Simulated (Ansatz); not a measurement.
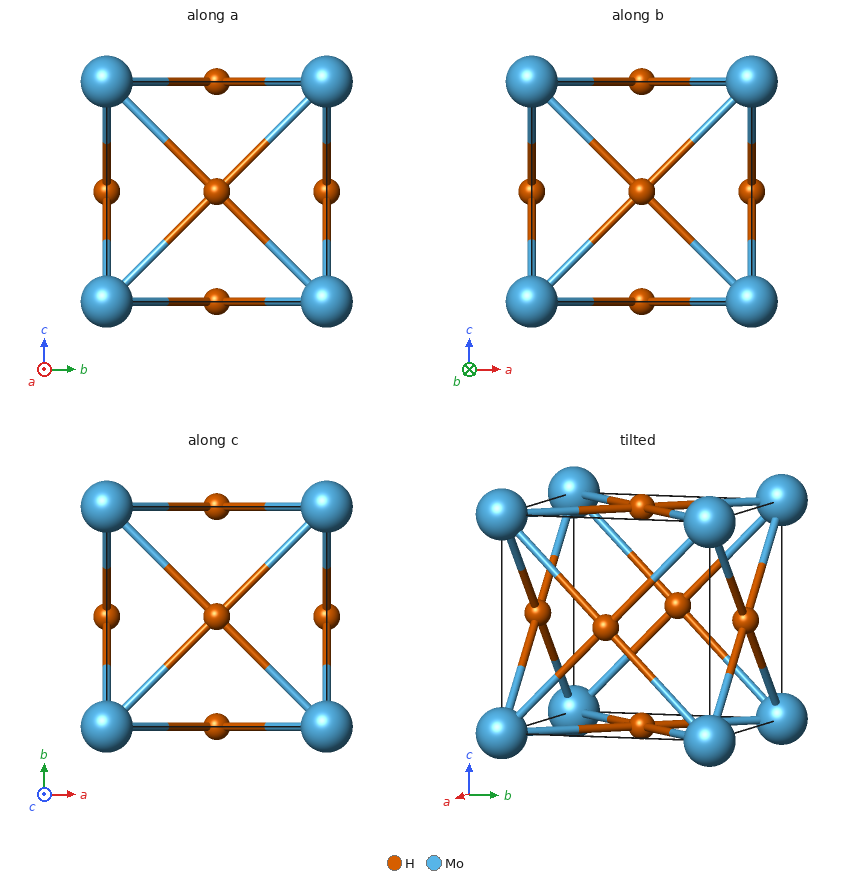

This ball-and-stick model is shown along the a axis, along the b axis, along the c axis and slightly off an axis. The parallelepiped is the conventional unit cell.

Lattice parameters: a = 2.9167 Å, b = 2.9167 Å, c = 2.9167 Å, α = 90.000°, β = 90.000°, γ = 90.000°.

From the views, write a CIF with its space group and independent sites.

Answer.
```cif
data_structure
_symmetry_space_group_name_H-M 'P m -3 m'
_symmetry_Int_Tables_number 221
_cell_length_a 2.9167
_cell_length_b 2.9167
_cell_length_c 2.9167
_cell_angle_alpha 90.000
_cell_angle_beta 90.000
_cell_angle_gamma 90.000
_cell_volume 24.81
loop_
_atom_site_label
_atom_site_type_symbol
_atom_site_symmetry_multiplicity
_atom_site_Wyckoff_symbol
_atom_site_fract_x
_atom_site_fract_y
_atom_site_fract_z
_atom_site_occupancy
H1 H 3 c 0.5000 0.0000 0.5000 1
Mo1 Mo 1 a 0.0000 0.0000 0.0000 1
```

It goes back to a structure type filled with these elements by a generator (whether the compound takes this form wasn't checked). Earlier steps of the study may have refined or changed the cell and positions. Ansatz was used for an electronic-structure calculation on it.
